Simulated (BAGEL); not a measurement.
**[AlH3]− (SMILES [AlH3-]): UHF/3-21G (density fitting with qzvpp-jkfit)**

What is the energy change on altering one bond length of [AlH3]− at UHF/3-21G (density fitting with qzvpp-jkfit)? 

The calculation is run with BAGEL 1.2.2.

3 further runs of the same task are left out: 3 that didn't finish. Runs told in other sessions of the task aren't counted.

## (1) The molecule

[AlH3]−: 4 atoms, total charge -1, spin state doublet. As SMILES, `[AlH3-]`. The shape comes from GFN2-xTB, which is rough for such elements, and wasn't checked as a minimum.

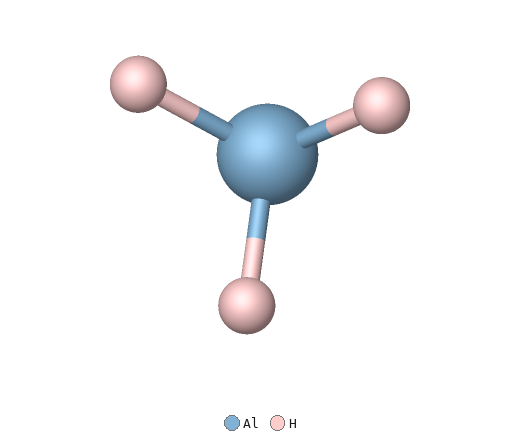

The structure, seen from a chosen angle (aluminium light blue, hydrogen pink).

## (2) A single-point energy at UHF/3-21G (density fitting with qzvpp-jkfit)

job.json

```json
{ "bagel": [

{
  "title": "molecule",
  "basis": "3-21g",
  "df_basis": "qzvpp-jkfit",
  "angstrom": true,
  "geometry": [
    { "atom": "Al", "xyz": [   -0.161060,    0.455350,   -0.307260 ] },
    { "atom": "H", "xyz": [    0.471920,    0.754070,    1.224440 ] },
    { "atom": "H", "xyz": [   -1.350110,   -0.683860,    0.050500 ] },
    { "atom": "H", "xyz": [    1.039250,   -0.525560,   -0.967690 ] }
  ]
},
{
  "title": "uhf",
  "charge": -1,
  "nopen": 1
},
{
  "title": "print",
  "file": "orbitals.molden",
  "orbitals": true
}

]}
```

Run with:

```console
$ BAGEL_NUM_THREADS=1 BAGEL job.json > job.out
```

What it wrote:

```text
* using 1 threads per process

  ===============================================================
  ===============================================================

  *** Geometry ***

  { "atom" : "Al", "xyz" : [     -0.304359,      0.860487,     -0.580637 ] },
  { "atom" : "H", "xyz" : [      0.891800,      1.424986,      2.313856 ] },
  { "atom" : "H", "xyz" : [     -2.551338,     -1.292308,      0.095431 ] },
  { "atom" : "H", "xyz" : [      1.963898,     -0.993164,     -1.828669 ] },

  Number of auxiliary basis functions:      182

  Since a DF basis is specified, we compute 2- and 3-index integrals:
    o Being stored without compression. Storage requirement is 0.001 GB

  Number of basis functions:       19
  Number of electrons      :       16

    * METHOD: MOLECULE                             0.03

  *** Open-shell HF ***

  === Nuclear Repulsion ===
    12.8604091249

      * DIIS with orbital gradients will be used.

  === UHF iteration (3-21g) ===
      0       -242.24318656          0.02623104           0.00
      1       -242.26431806          0.00740178           0.00
      2       -242.26647228          0.00293893           0.00
      3       -242.26696149          0.00053304           0.00
      4       -242.26703127          0.00014897           0.00
      5       -242.26705769          0.00006088           0.00
      6       -242.26706950          0.00001610           0.00
      7       -242.26707021          0.00000291           0.00
      8       -242.26707023          0.00000046           0.00
      9       -242.26707023          0.00000016           0.00
     10       -242.26707023          0.00000003           0.00
     11       -242.26707023          0.00000001           0.00
     12       -242.26707023          0.00000001           0.00
    * SCF iteration converged.

    * S^2 (UHF) is 0.7526

    * Permanent dipole moment:
           (    0.204238,    -0.578739,     0.389696) a.u.

    * METHOD: UHF                                  0.06

    * METHOD: PRINT                                0.00

  ===============================================================
```

Run time: 0.4 s. Hardware: 1 thread of Intel Xeon 6975P-C (Granite Rapids), shared host; peak memory 0.14 GiB.

## (3) The distorted shape, same level

input.json

```json
{ "bagel" : [

{
  "title" : "molecule",
  "basis" : "3-21g",
  "df_basis" : "qzvpp-jkfit",
  "angstrom" : true,
  "geometry" : [
    { "atom" : "Al", "xyz" : [       0.195685,       0.797142,      -0.414597 ] },
    { "atom" : "H", "xyz" : [       0.828665,       1.095862,       1.117103 ] },
    { "atom" : "H", "xyz" : [      -1.350110,      -0.683860,       0.050500 ] },
    { "atom" : "H", "xyz" : [       1.395995,      -0.183768,      -1.075027 ] }
  ]
},

{
  "title" : "uhf",
  "charge" : -1,
  "nopen" : 1
},

{
  "title" : "print",
  "file" : "orbitals.molden",
  "orbitals" : true
}

]}
```

Run with:

```console
$ BAGEL_NUM_THREADS=1 BAGEL input.json > input.out
```

What it wrote:

```text
* using 1 threads per process

  ===============================================================
  ===============================================================

  *** Geometry ***

  { "atom" : "Al", "xyz" : [      0.369791,      1.506380,     -0.783475 ] },
  { "atom" : "H", "xyz" : [      1.565950,      2.070879,      2.111019 ] },
  { "atom" : "H", "xyz" : [     -2.551338,     -1.292308,      0.095431 ] },
  { "atom" : "H", "xyz" : [      2.638048,     -0.347271,     -2.031507 ] },

  Number of auxiliary basis functions:      182

  Since a DF basis is specified, we compute 2- and 3-index integrals:
    o Being stored without compression. Storage requirement is 0.001 GB

  Number of basis functions:       19
  Number of electrons      :       16

    * METHOD: MOLECULE                             0.02

  *** Open-shell HF ***

  === Nuclear Repulsion ===
    11.8631578176

      * DIIS with orbital gradients will be used.

  === UHF iteration (3-21g) ===
      0       -242.21243968          0.02658711           0.00
      1       -242.23621548          0.00818435           0.00
      2       -242.23925219          0.00343245           0.00
      3       -242.23999389          0.00065123           0.00
      4       -242.24008217          0.00019074           0.00
      5       -242.24012396          0.00008480           0.00
      6       -242.24013586          0.00008014           0.00
      7       -242.24012873          0.00008467           0.00
      8       -242.24016469          0.00004927           0.00
      9       -242.24017523          0.00001380           0.00
     10       -242.24017570          0.00000837           0.00
     11       -242.24017576          0.00000397           0.00
     12       -242.24017580          0.00000084           0.00
     13       -242.24017580          0.00000027           0.00
     14       -242.24017580          0.00000009           0.00
     15       -242.24017580          0.00000005           0.00
     16       -242.24017580          0.00000001           0.00
     17       -242.24017580          0.00000000           0.00
    * SCF iteration converged.

    * S^2 (UHF) is 0.7522

    * Permanent dipole moment:
           (   -0.300905,    -0.994595,     0.501888) a.u.

    * METHOD: UHF                                  0.06

    * METHOD: PRINT                                0.00

  ===============================================================
```

Run time: 0.48 s. Hardware: 1 thread of Intel Xeon 6975P-C (Granite Rapids), shared host; peak memory 0.14 GiB.

## (4) Summary of results

Level: UHF/3-21G (density fitting with qzvpp-jkfit).

```
                                                          quantity          value
                                         first shape: total energy  -242.26707 Eh
                                                 first shape: ⟨S²⟩          0.753
                                     distorted shape: total energy  -242.24018 Eh
                                             distorted shape: ⟨S²⟩          0.752
energy change with the Al1–H3 bond stretched from 1.685 to 2.191 Å       0.732 eV
```

What this shows: With the Al1–H3 bond stretched from 1.685 to 2.191 Å the energy rises by 0.73 eV (70.6 kJ/mol). The first shape isn't relaxed at this level, so the change isn't measured from a minimum.
